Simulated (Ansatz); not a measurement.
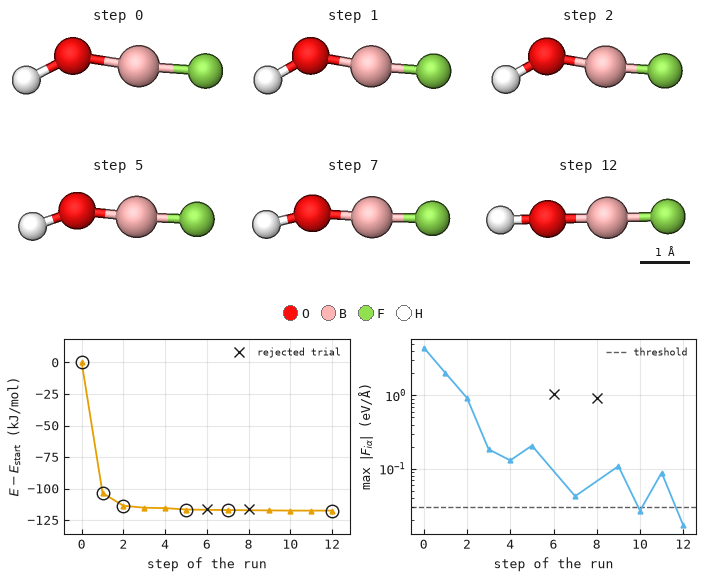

Frames of a relaxation of BHOF (charge +1), marked on the history of the run. A ball-and-stick model, seen at a tilt.

It is one of the separated reactants of a reaction.

The calculation used RKS PBE-D4/def2-SVP in Ansatz 0.2.0. Set-up: force threshold 0.03 eV/Å; at most 250 steps.

> Describe the path.

The atom that moves furthest after the best rigid fit is the O atom (0.30 Å). By element the largest moves are O 0.30 Å, H 0.23 Å, F 0.19 Å, B 0.04 Å. Some distances before and after: B–O 1.386 → 1.235 Å, B–F 1.386 → 1.252 Å, H–O 1.086 → 0.978 Å. Bond angles that change, for instance: B–O–H 142.7° → 179.7°, O–B–F 175.2° → 179.9°. Over 10 accepted moves (12 points after the start) the energy falls by 117.5 kJ/mol. The largest force component goes from 4.5 to 0.017 eV/Å. The line search rejected the trial steps at points 6, 8 of the run. The forces were under the threshold at step 10, but the run went on from there. From step 0 to 1: the F atom moves most (0.14 Å), energy −103.6 kJ/mol. From step 1 to 2: the F atom moves most (0.08 Å), energy −10.1 kJ/mol. From step 2 to 5: the H atom moves most (0.10 Å), energy −2.97 kJ/mol. From step 5 to 7: the O atom moves most (0.06 Å), energy −0.45 kJ/mol. From step 7 to 12: the O atom moves most (0.12 Å), energy −0.42 kJ/mol.

| step | E − E(0), kJ/mol | largest force component, eV/Å | note |
| --- | --- | --- | --- |
| 0 | 0.00 | 4.4761 |  |
| 1 | -103.55 | 2.0237 |  |
| 2 | -113.64 | 0.9238 |  |
| 3 | -115.20 | 0.1842 |  |
| 4 | -115.52 | 0.1302 |  |
| 5 | -116.62 | 0.2069 |  |
| 6 | -115.88 | 1.0520 | rejected |
| 7 | -117.07 | 0.0423 |  |
| 8 | -116.11 | 0.9088 | rejected |
| 9 | -117.32 | 0.1086 |  |
| 10 | -117.47 | 0.0268 |  |
| 11 | -117.48 | 0.0885 |  |
| 12 | -117.49 | 0.0169 |  |
